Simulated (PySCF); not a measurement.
SMILES S[SiH2]CS at its B3LYP/def2-SVP optimised geometry (Å):

```
10

S      1.9528    -0.9130     0.0000
C      0.1104    -0.9130     0.0000
Si    -0.6252     0.8366     0.0000
S     -0.0398     1.9051    -1.7788
H      2.1156    -0.2505     1.1701
H     -0.1739    -1.4286    -0.9309
H     -0.2714    -1.5189     0.8383
H     -0.1724     1.5189     1.2492
H     -2.1156     0.7973    -0.0200
H      1.2617     1.5445    -1.6462
```

Computed with PySCF with B3LYP/def2-TZVP. Cells within 0.4 Å of a nucleus heavier than hydrogen are left out (blank, or x).

Map of the electrostatic potential (hartree/e), clipped to [-0.08, 0.12] on the plane z = 0.0 Å:

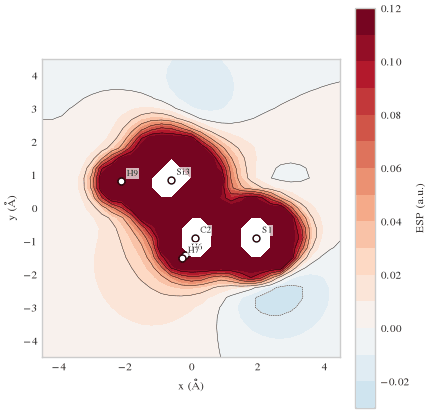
Fig. 1. Electrostatic potential (hartree/e), clipped to [-0.08, 0.12] on the plane z = 0.0 Å.
